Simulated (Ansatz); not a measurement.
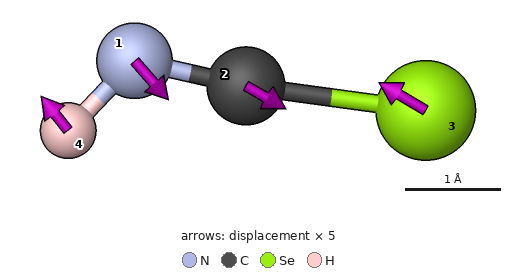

A relaxation of CHNSe (coarse preliminary run). The starting structure is drawn; purple arrows show the displacements, magnified 5 times. The two geometries are superimposed by the best rigid fit.

Style: ball-and-stick. Shown face on.

The start comes from a force field.

These are results of Ansatz, RKS PBE-D4/def2-SVP, not measurements.

Input file:
```yaml
crystal:
  periodic: [false, false, false]
  atoms:
    - {symbol: N, position_ang: [-0.422800, 0.530700, -0.673400]}
    - {symbol: C, position_ang: [0.304400, -0.119400, 0.038700]}
    - {symbol: Se, position_ang: [1.580000, -1.142900, 1.051100]}
    - {symbol: H, position_ang: [-1.406100, 0.671300, -0.436700]}
basis:
  gaussian: {orbitals: def2-SVP}
hamiltonian: {xc: pbe, dispersion: d4}
relax: {f_tol: 0.03, max_steps: 200}
```

Run as
```bash
ansatz run in.yaml --threads 2 --pin off --events-out ev --progress --plain --max-ram 4352MiB
```

### What happened in the run?

The atom that moves furthest after the best rigid fit is Se3 (0.12 Å). Largest moves by element: Se 0.12 Å, N 0.11 Å, C 0.10 Å, H 0.09 Å. Some distances before and after: C2–Se3 1.923 → 1.724 Å, N1–C2 1.208 → 1.215 Å. Bond angles that change, for instance: C2–N1–H4 121.1° → 134.5°. The energy falls by 54.4 kJ/mol in 6 geometry steps. The largest force component goes from 3.5 to 0.013 eV/Å.
